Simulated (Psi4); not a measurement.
# Run report: AlH2Br, excited-state calculation

The run: excited-state calculation of AlH2Br. Method and program: CIS/def2-SVP, RHF (Psi4 1.11).

The atoms were displaced at random from an optimised geometry.

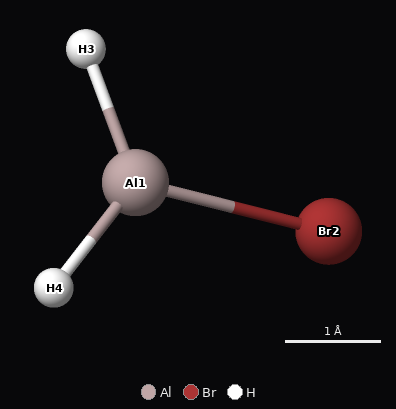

Fig. 1: The input geometry (ball-and-stick view, seen at a tilt; atoms are numbered from 1 in the order of the input). Sticks mark near contacts.

Summary

```csv
quantity,value
outcome,converged
total energy,−2815.162958 hartree
basis functions,60
HOMO of the SCF reference,−11.12 eV
LUMO of the SCF reference,1.01 eV
lowest excitation,6.34 eV
hardware,"1 thread of Intel Xeon (Sapphire Rapids), 16 GiB of memory available, shared host"
wall time,3.9 s
peak memory,0.22 GiB
```

Input file (calc.dat)
```
memory 1600 mb

molecule molecule1 {
  Al    -0.129747    -0.050301    -0.177736
  Br     1.670303     0.511626     1.095545
  H     -0.535061    -1.532589    -0.116109
  H     -0.983676     1.069576    -0.905119
  symmetry c1
}

set basis def2-SVP
set scf_type df
set tdscf_states 6
set tdscf_tda true

energy('td-hf')
```

Run as:
```bash
psi4 -i calc.dat -o calc.out -n 1
```

Log
```
Psi4 1.11 release

   => Loading Basis Set <=

    Name: DEF2-SVP
    Role: ORBITAL
    Keyword: BASIS

         ---------------------------------------------------------
                                   SCF
                              RHF Reference
                        1 Threads,   1525 MiB Core
         ---------------------------------------------------------

  ==> Geometry <==

    Molecular point group: c1
    Full point group: C1

    Geometry (in Angstrom), charge = 0, multiplicity = 1:

       Center              X                  Y                   Z               Mass
    ------------   -----------------  -----------------  -----------------  -----------------
         AL          -1.304611689759    -0.407551159372    -0.924929505284    26.981538530000
         BR           0.495438310241     0.154375840628     0.348351494716    78.918337600000
         H           -1.709925689759    -1.889839159372    -0.863302505284     1.007825032230
         H           -2.158540689759     0.712325840628    -1.652312505284     1.007825032230

  Running in c1 symmetry.

  Rotational constants: A =      4.40126  B =      0.14563  C =      0.14100 [cm^-1]
  Rotational constants: A = 131946.49403  B =   4365.89632  C =   4227.09888 [MHz]
  Nuclear repulsion =  126.033304385018312

  Charge       = 0
  Multiplicity = 1
  Electrons    = 50
  Nalpha       = 25
  Nbeta        = 25

  ==> Algorithm <==

  SCF Algorithm Type is DF.
  DIIS enabled.
  MOM disabled.
  Fractional occupation disabled.
  Guess Type is SAD.
  Energy threshold   = 1.00e-06
  Density threshold  = 1.00e-06
  Integral threshold = 1.00e-12

  ==> Primary Basis <==

  Basis Set: DEF2-SVP
    Blend: DEF2-SVP
    Number of shells: 26
    Number of basis functions: 60
    Number of Cartesian functions: 64
    Spherical Harmonics?: true
    Max angular momentum: 2

   => Loading Basis Set <=

    Name: (DEF2-SVP AUX)
    Role: JKFIT
    Keyword: DF_BASIS_SCF

  ==> Integral Setup <==

  DFHelper Memory: AOs need 0.014 GiB; user supplied 1.118 GiB.
  SCF_SUBTYPE=INCORE selected. In-core MEM_DF algorithm will be used.
  Using in-core AOs.

  ==> MemDFJK: Density-Fitted J/K Matrices <==

    J tasked:                   Yes
    K tasked:                   Yes
    wK tasked:                   No
    Memory [MiB]:              1144
    Algorithm:                 Core
    Schwarz Cutoff:           1E-12
    Mask sparsity (%):       1.6111
    Fitting Condition:        1E-10

   => Auxiliary Basis Set <=

  Basis Set: (DEF2-SVP AUX)
    Blend: DEF2-UNIVERSAL-JKFIT
    Number of shells: 110
    Number of basis functions: 430
    Number of Cartesian functions: 566
    Spherical Harmonics?: true
    Max angular momentum: 5

  Minimum eigenvalue in the overlap matrix is 2.8729429637E-02.
  Reciprocal condition number of the overlap matrix is 8.0043149869E-03.
    Using symmetric orthogonalization.

  ==> Pre-Iterations <==

  SCF Guess: Superposition of Atomic Densities via on-the-fly atomic UHF (no occupation information).

   -------------------------
    Irrep   Nso     Nmo
   -------------------------
     A         60      60
   -------------------------
    Total      60      60
   -------------------------

  ==> Iterations <==

                           Total Energy        Delta E     RMS |[F,P]|

   @DF-RHF iter SAD: -2812.94421900418820   -2.81294e+03   0.00000e+00
   @DF-RHF iter   1: -2814.95972796145725   -2.01551e+00   1.77679e-02 ADIIS/DIIS
   @DF-RHF iter   2: -2815.11068680455264   -1.50959e-01   9.66581e-03 ADIIS/DIIS
   @DF-RHF iter   3: -2815.16272051981468   -5.20337e-02   4.37457e-04 ADIIS/DIIS
   @DF-RHF iter   4: -2815.16294480868828   -2.24289e-04   4.74006e-05 DIIS
   @DF-RHF iter   5: -2815.16295643502508   -1.16263e-05   1.38525e-05 DIIS
   @DF-RHF iter   6: -2815.16295764930510   -1.21428e-06   4.01186e-06 DIIS
   @DF-RHF iter   7: -2815.16295774760147   -9.82964e-08   1.02449e-06 DIIS
   @DF-RHF iter   8: -2815.16295775534763   -7.74617e-09   1.30056e-07 DIIS
  Energy and wave function converged.

  ==> Post-Iterations <==

    Orbital Energies [Eh]
    ---------------------

    Doubly Occupied:

       1A   -489.958936     2A    -65.127777     3A    -58.499174
       4A    -58.498715     5A    -58.498547     6A    -58.494454
       7A     -9.819060     8A     -7.432715     9A     -7.428965
      10A     -7.428141    11A     -4.928690    12A     -3.247328
      13A     -3.245131    14A     -3.243680    15A     -3.174194
      16A     -3.172936    17A     -3.171986    18A     -3.168393
      19A     -3.168344    20A     -0.994686    21A     -0.578426
      22A     -0.466425    23A     -0.462431    24A     -0.425168
      25A     -0.408635

    Virtual:

      26A      0.037013    27A      0.119066    28A      0.140897
      29A      0.199431    30A      0.206911    31A      0.408405
      32A      0.416364    33A      0.437928    34A      0.531455
      35A      0.555771    36A      0.570431    37A      0.591090
      38A      0.630922    39A      0.673669    40A      0.736084
      41A      0.752129    42A      0.820176    43A      0.827536
      44A      0.891802    45A      0.923415    46A      0.952322
      47A      1.027674    48A      1.111955    49A      1.306263
      50A      1.775193    51A      1.797507    52A      1.846255
      53A      1.914279    54A      2.268628    55A      2.438429
      56A      3.909217    57A      3.910665    58A      3.952487
      59A      3.974067    60A      4.147597

    Final Occupation by Irrep:
              A
    DOCC [    25 ]
    NA   [    25 ]
    NB   [    25 ]

  @DF-RHF Final Energy: -2815.16295775534763

   => Energetics <=

    Nuclear Repulsion Energy =            126.0333043850183117
    One-Electron Energy =               -4172.3066164807023597
    Two-Electron Energy =                1231.1103543403366984
    Total Energy =                      -2815.1629577553476338

Computation Completed

Properties will be evaluated at   0.000000,   0.000000,   0.000000 [a0]

Properties computed using the SCF density matrix

 Multipole Moments:

 ------------------------------------------------------------------------------------
     Multipole            Electronic (a.u.)      Nuclear  (a.u.)        Total (a.u.)
 ------------------------------------------------------------------------------------

 L = 1.  Multiply by 2.5417464519 to convert [e a0] to [Debye]
 Dipole X            :          6.1791154           -6.5915112           -0.4123957
 Dipole Y            :          1.8767063           -2.0267766           -0.1500702
 Dipole Z            :          3.9853746           -4.4359360           -0.4505615
 Magnitude           :                                                    0.6289650

 ------------------------------------------------------------------------------------

	total time  =          1 seconds =       0.02 minutes

******************************************************************************************
**********                               WARNING                                **********
**********       The names of excited state variables changed between 1.5       **********
**********     and 1.6. For a quick solution, remove the symmetry specifier     **********
**********   from the variable name. For full details, see 'Notes on Psivars'   **********
**********                        in the documentation.                         **********
******************************************************************************************

         ---------------------------------------------------------
                         TDSCF excitation energies
         ---------------------------------------------------------

  ==> Options <==

     Residual threshold  : 1.0000e-04
     Initial guess       : denominators
     Reference           : RHF
     Solver type         : TDA (Davidson)

  ==> Requested Excitations <==

      6 singlet states with A symmetry

  ==> Seeking the lowest 6 singlet states with A symmetry

                         Generalized Davidson Solver

  ==> Options <==

    Max number of iterations        = 60
    Eigenvector tolerance           = 1.0000e-04
    Max number of expansion vectors = 1200

  => Iterations <=
                           Max[D[value]]     Max[|R|]   # vectors
  DavidsonSolver iter   1:   3.29217e-01  6.63748e-02     24
  DavidsonSolver iter   2:   8.55403e-03  2.12152e-02     30
  DavidsonSolver iter   3:   2.79759e-04  7.11546e-03     36
  DavidsonSolver iter   4:   1.60462e-05  1.01649e-03     42
  DavidsonSolver iter   5:   5.41678e-07  2.40721e-04     47
  DavidsonSolver iter   6:   2.05650e-08  8.84294e-05     50      Converged

******************************************************************************************
**********                               WARNING                                **********
**********  Length-gauge rotatory strengths are **NOT** gauge-origin invariant  **********
******************************************************************************************

                                    Excitation Energy         Total Energy        Oscillator Strength             Rotatory Strength
     #   Sym: GS->ES (Trans)        au              eV              au          au (length)    au (velocity)    au (length)    au (velocity)
    ---- -------------------- --------------- --------------- --------------- --------------- --------------- --------------- ---------------
     1        A->A (1 A)       0.23299         6.33993        -2814.92997      0.0013          0.0009         -0.0037         -0.0012
     2        A->A (1 A)       0.27700         7.53767        -2814.88595      0.0586          0.0063         -0.0113          0.0009
     3        A->A (1 A)       0.27960         7.60834        -2814.88336      0.0012          0.0012          0.0095         -0.0056
     4        A->A (1 A)       0.28253         7.68797        -2814.88043      0.0131          0.0053          0.0062          0.0042
     5        A->A (1 A)       0.30419         8.27745        -2814.85877      0.0450          0.0666         -0.0007         -0.0000
     6        A->A (1 A)       0.32045         8.71991        -2814.84251      0.0876          0.0907          0.0061          0.0066

Contributing excitations
Only contributions with abs(coeff) > 1.00e-01 will be printed:

Excited State    1 (1 A):   0.23299 au   195.56 nm f = 0.0013
  Sums of squares: Xssq =  1.000000e+00
     22a  ->  26a    -0.372303 (13.861%)
     25a  ->  26a     0.918365 (84.339%)

Excited State    2 (1 A):   0.27700 au   164.49 nm f = 0.0586
  Sums of squares: Xssq =  1.000000e+00
     23a  ->  26a     0.115630 ( 1.337%)
     23a  ->  27a     0.127816 ( 1.634%)
     24a  ->  26a     0.957851 (91.748%)

Excited State    3 (1 A):   0.27960 au   162.96 nm f = 0.0012
  Sums of squares: Xssq =  1.000000e+00
     22a  ->  26a     0.906682 (82.207%)
     25a  ->  26a     0.367134 (13.479%)
     25a  ->  27a     0.114027 ( 1.300%)

Excited State    4 (1 A):   0.28253 au   161.27 nm f = 0.0131
  Sums of squares: Xssq =  1.000000e+00
     23a  ->  26a    -0.965735 (93.264%)
     23a  ->  33a     0.107233 ( 1.150%)
     24a  ->  26a     0.100874 ( 1.018%)
     24a  ->  27a     0.160663 ( 2.581%)

Excited State    5 (1 A):   0.30419 au   149.79 nm f = 0.0450
  Sums of squares: Xssq =  1.000000e+00
     22a  ->  26a    -0.114291 ( 1.306%)
     22a  ->  28a    -0.129870 ( 1.687%)
     25a  ->  27a     0.915448 (83.805%)
     25a  ->  28a     0.280181 ( 7.850%)

Excited State    6 (1 A):   0.32045 au   142.19 nm f = 0.0876
  Sums of squares: Xssq =  1.000000e+00
     23a  ->  26a     0.165919 ( 2.753%)
     24a  ->  27a     0.939067 (88.185%)
     24a  ->  28a     0.155995 ( 2.433%)
     24a  ->  29a     0.138962 ( 1.931%)
     24a  ->  30a     0.102012 ( 1.041%)
     24a  ->  32a    -0.109736 ( 1.204%)

******************************************************************************************
**********                               WARNING                                **********
**********       The names of excited state variables changed between 1.5       **********
**********     and 1.6. For a quick solution, remove the symmetry specifier     **********
**********   from the variable name. For full details, see 'Notes on Psivars'   **********
**********                        in the documentation.                         **********
******************************************************************************************

    Psi4 run time: 0:00:02.10
```

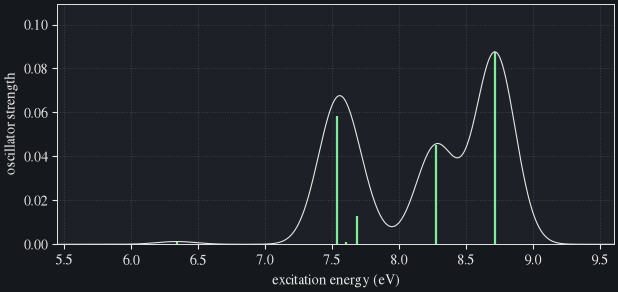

Fig. 2: Computed excitations as sticks (degenerate states added up, dark ones marked on the axis), with a Gaussian envelope of 0.35 eV full width at half maximum, scaled to the tallest. Of the 6 states the lowest lies at 6.34 eV (f = 0.001); the strongest line is at 8.72 eV, or 142 nm (f = 0.088).

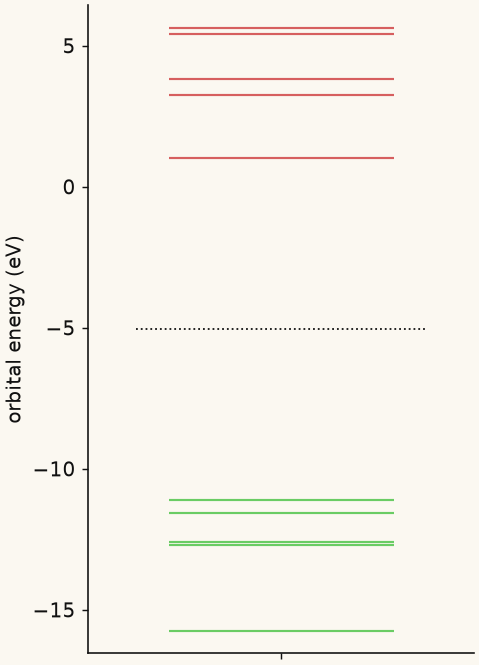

Fig. 3: Orbital energies near the frontier (SCF reference); the dotted line parts filled from empty levels, and levels within 0.02 eV of each other stand side by side. Highest filled −11.12 eV, lowest empty 1.01 eV, 12.13 eV apart.
